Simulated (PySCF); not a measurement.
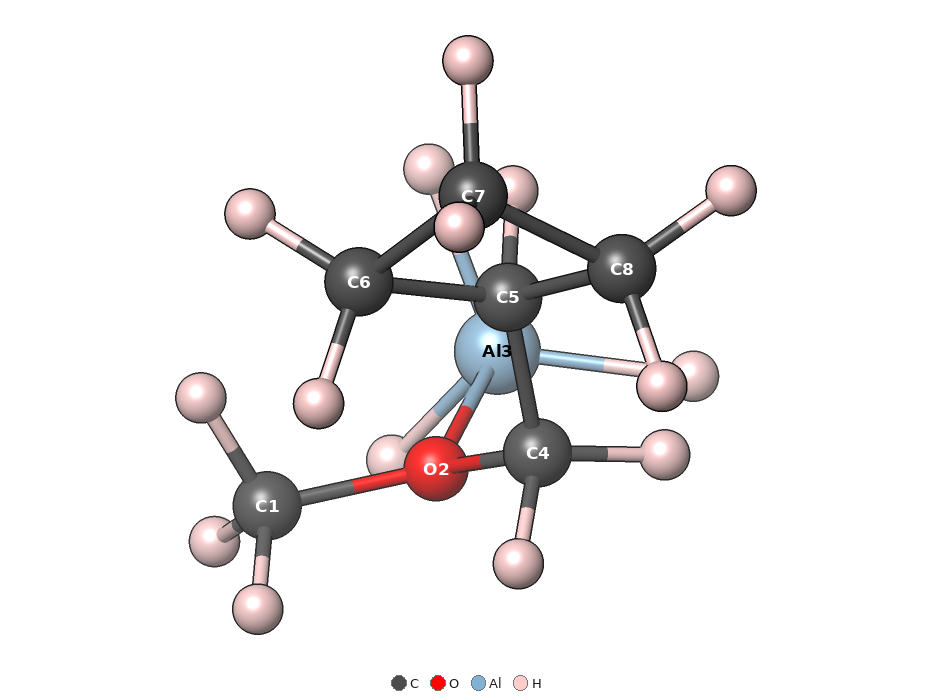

Distant atoms are faded towards the background colour. The geometry was computed by an optimisation with PBE0-D3(BJ)/def2-SVP. No frequency run is at hand to confirm it as a minimum.

Question: How is the 4-membered ring C5–C6–C7–C8 puckered?

Answer: It is puckered (butterfly). The Cremer–Pople amplitude Q is 0.25 Å.

Question: Give the torsion angles round the ring, beginning with the bond from its second to its third atom.

Answer: −19°, 19°, −19°, 19°.
